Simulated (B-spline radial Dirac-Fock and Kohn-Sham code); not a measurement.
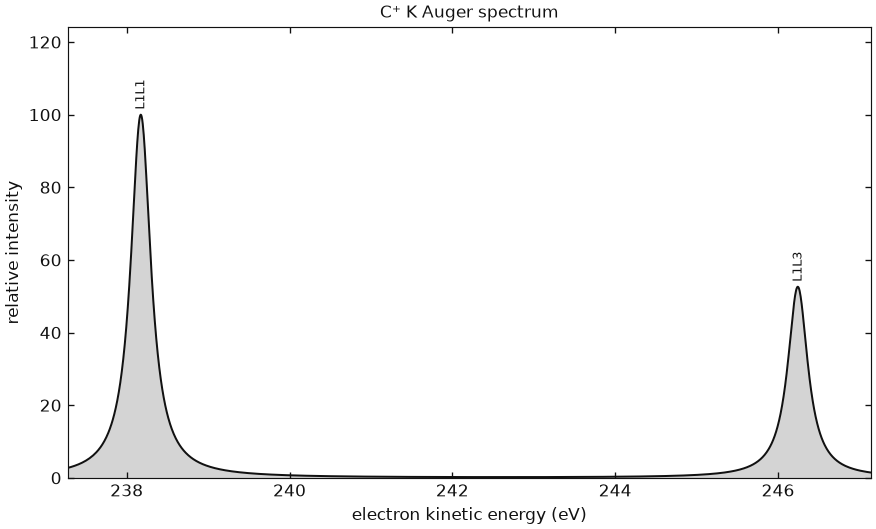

Auger groups that fill a K (1s) hole, broadened by 0.30 eV full width. Kinetic energies count from the vacuum level; very weak lines are left out. System: C⁺ in the configuration [He] 2s2 2p1. Method: independent-particle Coulomb rates on relativistic LDA orbitals, configuration-average energies from Dirac–Fock (computed with a radial B-spline solver).

> How wide is the K level from this decay?

The non-radiative width is 0.0522 eV.

> Which group is strongest?

K-L1L1 at 238.2 eV, 66 % of the non-radiative width.
